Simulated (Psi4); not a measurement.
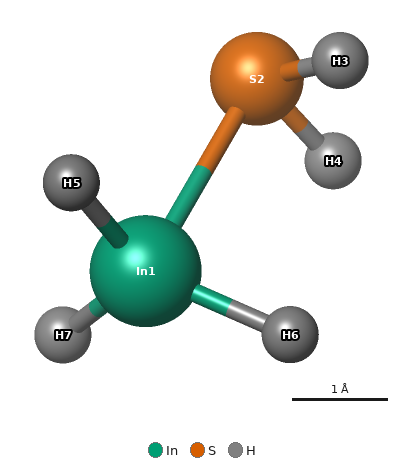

Figure 1. The structure (ball-and-stick view, seen at a tilt; atoms are numbered from 1 in the order of the input). Sticks mark near contacts. Bond lengths as drawn: H–In 1.69 to 1.70 Å, H–S 1.33 Å and In–S 2.71 Å.

## InH5S (charge +1): single-point calculation

InH5S (In(H2S)H3), charge +1, multiplicity 2, computed with M06-2X/def2-SVP, UKS, core potentials def2 (Psi4 1.11).

The geometry is that of the parent species in another charge or spin state. The geometry comes from this level: GFN2-xTB.

**Log**
```
=> Loading Basis Set <=

    Name: DEF2-SVP
    Role: ORBITAL
    Keyword: BASIS

    !!!  WARNING: ECP capability is in beta. Please check occupations closely.  !!!

         ---------------------------------------------------------
                                   SCF
                              UKS Reference
                        1 Threads,   1525 MiB Core
         ---------------------------------------------------------

  ==> Geometry <==

    Molecular point group: c1
    Full point group: C1

    Geometry (in Angstrom), charge = 1, multiplicity = 2:

       Center              X                  Y                   Z               Mass
    ------------   -----------------  -----------------  -----------------  -----------------
         IN           0.003850345657    -0.003643811248    -0.603917406116   114.903878776000
         S            0.015850345657    -0.036963811248     2.108332593884    31.972071174400
         H            0.377380345657     1.244806188752     2.145112593884     1.007825032230
         H           -1.280549654343     0.268806188752     2.133642593884     1.007825032230
         H            1.676120345657     0.039856188752    -0.848147406116     1.007825032230
         H           -0.852629654343     1.470276188752    -0.616167406116     1.007825032230
         H           -0.862139654343    -1.435673811248    -0.845157406116     1.007825032230

  Running in c1 symmetry.

  Rotational constants: A =      1.40034  B =      0.08390  C =      0.08374 [cm^-1]
  Rotational constants: A =  41981.17312  B =   2515.25264  C =   2510.51105 [MHz]
  Nuclear repulsion =  114.580463889091533

  Charge       = 1
  Multiplicity = 2
  Electrons    = 41
  Nalpha       = 21
  Nbeta        = 20

  ==> Algorithm <==

  SCF Algorithm Type is PK.
  DIIS enabled.
  MOM disabled.
  Fractional occupation disabled.
  Guess Type is SAD.
  Energy threshold   = 1.00e-06
  Density threshold  = 1.00e-06
  Integral threshold = 1.00e-12

  ==> Primary Basis <==

  Basis Set: DEF2-SVP
    Blend: DEF2-SVP
    Number of shells: 33
    Number of basis functions: 69
    Number of Cartesian functions: 72
    Spherical Harmonics?: true
    Max angular momentum: 2

  Core potential: DEF2-SVP
    Number of shells: 4
    Number of ECP primitives: 18
    Number of ECP core electrons: 28
    Max angular momentum: 3

  ==> DFT Potential <==

   => LibXC <=

    Version 7.1.2

   => Composite Functional: M06-2X <=

    Deriv               =              1
    GGA                 =           TRUE
    Meta                =           TRUE

    Exchange Hybrid     =           TRUE
    MP2 Hybrid          =          FALSE

   => Exchange Functionals <=

    1.0000   XC_HYB_MGGA_X_M06_2X

   => Exact (HF) Exchange <=

    0.5400               HF

   => Correlation Functionals <=

    1.0000   XC_MGGA_C_M06_2X

   => LibXC Density Thresholds  <==

    XC_MGGA_C_M06_2X:  1.00E-12
    XC_HYB_MGGA_X_M06_2X:  1.00E-15

   => Molecular Quadrature <=

    Radial Scheme          =       TREUTLER
    Pruning Scheme         =           NONE
    Nuclear Scheme         =       TREUTLER

    Blocking Scheme        =         OCTREE
    BS radius alpha        =              1
    Pruning alpha          =              1
    Radial Points          =             99
    Spherical Points       =            590
    Total Points           =         389552
    Total Blocks           =           2833
    Max Points             =            256
    Max Functions          =             69
    Weights Tolerance      =       1.00E-15

  ==> Integral Setup <==

  Using in-core PK algorithm.
   Calculation information:
      Number of atoms:                   7
      Number of AO shells:              33
      Number of primitives:             66
      Number of atomic orbitals:        72
      Number of basis functions:        69

      Integral cutoff                 1.00e-12
      Number of threads:                 1

  Performing in-core PK
  Using 5834640 doubles for integral storage.
  We computed 151945 shell quartets total.
  Whereas there are 157641 unique shell quartets.

  ==> DiskJK: Disk-Based J/K Matrices <==

    J tasked:                  Yes
    K tasked:                  Yes
    wK tasked:                  No
    Memory [MiB]:              172
    Schwarz Cutoff:          1E-12

  Cached 50.0% of DFT collocation blocks in 0.798 [GiB].

  Minimum eigenvalue in the overlap matrix is 2.0237802626E-02.
  Reciprocal condition number of the overlap matrix is 4.6193386353E-03.
    Using symmetric orthogonalization.

  ==> Pre-Iterations <==

  SCF Guess: Superposition of Atomic Densities via on-the-fly atomic UHF (no occupation information).

   -------------------------
    Irrep   Nso     Nmo
   -------------------------
     A         69      69
   -------------------------
    Total      69      69
   -------------------------

  ==> Iterations <==

                        Total Energy        Delta E     RMS |[F,P]|

   @UKS iter SAD:  -590.03719352702433   -5.90037e+02   0.00000e+00
   @UKS iter   1:  -590.63346652591645   -5.96273e-01   3.49467e-03 DIIS/ADIIS
   @UKS iter   2:  -590.67598440990628   -4.25179e-02   1.86415e-03 DIIS/ADIIS
   @UKS iter   3:  -590.68727282959583   -1.12884e-02   3.75703e-04 DIIS/ADIIS
   @UKS iter   4:  -590.68929954397709   -2.02671e-03   2.49025e-04 DIIS/ADIIS
   @UKS iter   5:  -590.69054362867655   -1.24408e-03   1.12347e-04 DIIS/ADIIS
   @UKS iter   6:  -590.69093194384971   -3.88315e-04   7.24934e-05 DIIS
   @UKS iter   7:  -590.69115393461084   -2.21991e-04   3.56155e-05 DIIS
   @UKS iter   8:  -590.69121277434658   -5.88397e-05   1.82150e-05 DIIS
   @UKS iter   9:  -590.69122661476683   -1.38404e-05   7.11656e-06 DIIS
   @UKS iter  10:  -590.69122813833201   -1.52357e-06   2.15778e-06 DIIS
   @UKS iter  11:  -590.69122821514907   -7.68171e-08   9.99591e-07 DIIS
  Energy and wave function converged.

  ==> Post-Iterations <==

   Electrons on quadrature grid:
      Nalpha   =   20.9999999077 ; deviation = -9.234e-08
      Nbeta    =   20.0000001941 ; deviation = 1.941e-07
      Ntotal   =   41.0000001018 ; deviation = 1.018e-07

   @Spin Contamination Metric:   1.223430906E-02
   @S^2 Expected:                7.500000000E-01
   @S^2 Observed:                7.622343091E-01
   @S   Expected:                5.000000000E-01
   @S   Observed:                5.000000000E-01

    Orbital Energies [Eh]
    ---------------------

    Alpha Occupied:

       1A    -90.141886     2A     -8.506809     3A     -6.429007
       4A     -6.427266     5A     -6.424711     6A     -5.113150
       7A     -3.494243     8A     -3.489840     9A     -3.483043
      10A     -1.123696    11A     -1.112553    12A     -1.111395
      13A     -1.108530    14A     -1.101030    15A     -1.062060
      16A     -0.754248    17A     -0.729039    18A     -0.659859
      19A     -0.613996    20A     -0.560501    21A     -0.552678

    Alpha Virtual:

      22A     -0.183269    23A     -0.127666    24A     -0.127252
      25A     -0.115763    26A     -0.099468    27A     -0.090729
      28A      0.010512    29A      0.026577    30A      0.031999
      31A      0.060000    32A      0.113720    33A      0.115252
      34A      0.210113    35A      0.212586    36A      0.272214
      37A      0.298291    38A      0.332661    39A      0.380899
      40A      0.401601    41A      0.465844    42A      0.487917
      43A      0.516135    44A      0.539963    45A      0.556358
      46A      0.627496    47A      0.644447    48A      0.757986
      49A      0.823753    50A      0.904649    51A      1.154658
      52A      1.271481    53A      1.311093    54A      1.325103
      55A      1.350635    56A      1.392268    57A      1.426533
      58A      1.441009    59A      1.482902    60A      1.516013
      61A      1.531848    62A      1.703491    63A      1.735856
      64A      1.989494    65A      2.072271    66A     16.059657
      67A     16.123152    68A     16.227926    69A     60.820074

    Beta Occupied:

       1A    -90.141727     2A     -8.506737     3A     -6.428960
       4A     -6.426989     5A     -6.424462     6A     -5.111449
       7A     -3.490409     8A     -3.489026     9A     -3.481530
      10A     -1.116802    11A     -1.110242    12A     -1.108643
      13A     -1.105989    14A     -1.100987    15A     -1.061029
      16A     -0.728523    17A     -0.693729    18A     -0.646218
      19A     -0.551158    20A     -0.527545

    Beta Virtual:

      21A     -0.411492    22A     -0.182238    23A     -0.127366
      24A     -0.119484    25A     -0.105065    26A     -0.094118
      27A     -0.092567    28A     -0.000544    29A      0.020092
      30A      0.033169    31A      0.056598    32A      0.116149
      33A      0.119840    34A      0.209519    35A      0.211036
      36A      0.257066    37A      0.302922    38A      0.331864
      39A      0.380745    40A      0.410976    41A      0.481109
      42A      0.488586    43A      0.525512    44A      0.548800
      45A      0.567724    46A      0.629373    47A      0.648152
      48A      0.758778    49A      0.825020    50A      0.905180
      51A      1.133035    52A      1.229015    53A      1.309870
      54A      1.323274    55A      1.345583    56A      1.378834
      57A      1.414547    58A      1.425068    59A      1.481643
      60A      1.501912    61A      1.524471    62A      1.691568
      63A      1.737698    64A      1.989596    65A      2.072380
      66A     16.061404    67A     16.123043    68A     16.228877
      69A     60.818733

    Final Occupation by Irrep:
              A
    DOCC [    20 ]
    SOCC [     1 ]
    NA   [    21 ]
    NB   [    20 ]

  @UKS Final Energy:  -590.69122821514907

   => Energetics <=

    Nuclear Repulsion Energy =            114.5804638890915328
    One-Electron Energy =               -1106.2163959750141657
    Two-Electron Energy =                 421.9725117425764438
    DFT Exchange-Correlation Energy =     -21.0278078718028745
    Empirical Dispersion Energy =           0.0000000000000000
    VV10 Nonlocal Energy =                  0.0000000000000000
    Total Energy =                       -590.6912282151490672

  UHF NO Occupations:
  HONO-2 :   19  A 1.9990374
  HONO-1 :   20  A 1.9949233
  HONO-0 :   21  A 1.0000000
  LUNO+0 :   22  A 0.0050767
  LUNO+1 :   23  A 0.0009626
  LUNO+2 :   24  A 0.0000517
  LUNO+3 :   25  A 0.0000280

Computation Completed

Properties will be evaluated at   0.000000,   0.000000,   0.000000 [a0]

Properties computed using the SCF density matrix

 Multipole Moments:

 ------------------------------------------------------------------------------------
     Multipole            Electronic (a.u.)      Nuclear  (a.u.)        Total (a.u.)
 ------------------------------------------------------------------------------------

 L = 1.  Multiply by 2.5417464519 to convert [e a0] to [Debye]
 Dipole X            :          0.6027876           -1.1477355           -0.5449479
 Dipole Y            :         -0.6431968            1.7387936            1.0955967
 Dipole Z            :        -42.8935977           43.5021359            0.6085382
 Magnitude           :                                                    1.3666086

 ------------------------------------------------------------------------------------

	total time  =         28 seconds =       0.47 minutes
```

**Standard output**
```
E = -590.691228215
CURRENT ENERGY                                   -590.6912282151
CURRENT REFERENCE ENERGY                         -590.6912282151
DD SOLVATION ENERGY                                 0.0000000000
DFT FUNCTIONAL TOTAL ENERGY                      -590.6912282151
DFT TOTAL ENERGY                                 -590.6912282151
DFT VV10 ENERGY                                     0.0000000000
DFT XC ENERGY                                     -21.0278078718
GRID ELECTRONS ALPHA                               20.9999999077
GRID ELECTRONS BETA                                20.0000001941
GRID ELECTRONS TOTAL                               41.0000001018
NUCLEAR REPULSION ENERGY                          114.5804638891
ONE-ELECTRON ENERGY                             -1106.2163959750
PCM POLARIZATION ENERGY                             0.0000000000
PE ENERGY                                           0.0000000000
SCF ITERATION ENERGY                             -590.6912282151
SCF ITERATIONS                                     11.0000000000
SCF TOTAL ENERGY                                 -590.6912282151
TWO-ELECTRON ENERGY                               421.9725117426
XC GRID RADIAL POINTS                              99.0000000000
XC GRID SPHERICAL POINTS                          590.0000000000
XC GRID TOTAL POINTS                           389552.0000000000
```

The run was set up as follows.

**Input (job.py)**
```python
import psi4

psi4.set_memory(1600000000)
psi4.set_num_threads(1)
psi4.core.set_output_file('psi4.out', False)

m = psi4.geometry("""
1 2
In     0.135580    -0.224710    -1.100160
S      0.147580    -0.258030     1.612090
H      0.509110     1.023740     1.648870
H     -1.148820     0.047740     1.637400
H      1.807850    -0.181210    -1.344390
H     -0.720900     1.249210    -1.112410
H     -0.730410    -1.656740    -1.341400
symmetry c1
""")

psi4.set_options({
    'reference': 'uks',
    'puream': True,
    'scf_type': 'pk',
    'dft_radial_points': 99,
    'dft_spherical_points': 590,
    'maxiter': 150,
})

e, wfn = psi4.energy("m06-2x/def2-SVP", molecule=m, return_wfn=True)
print('E =', round(e, 9))
for k, v in sorted(psi4.core.scalar_variables().items()):
    print(f'{k:45s} {v:18.10f}')
```

Launched with:
```bash
python job.py
```

**Summary**

| quantity | value |
| --- | --- |
| outcome | converged |
| total energy | −590.691228 hartree |
| basis functions | 69 |
| ⟨S²⟩ | 0.762 |
| hardware | 1 thread of Intel Xeon (Sapphire Rapids), 64 GiB of memory available, shared host |
| wall time | 29 s |
| peak memory | 1.1 GiB |
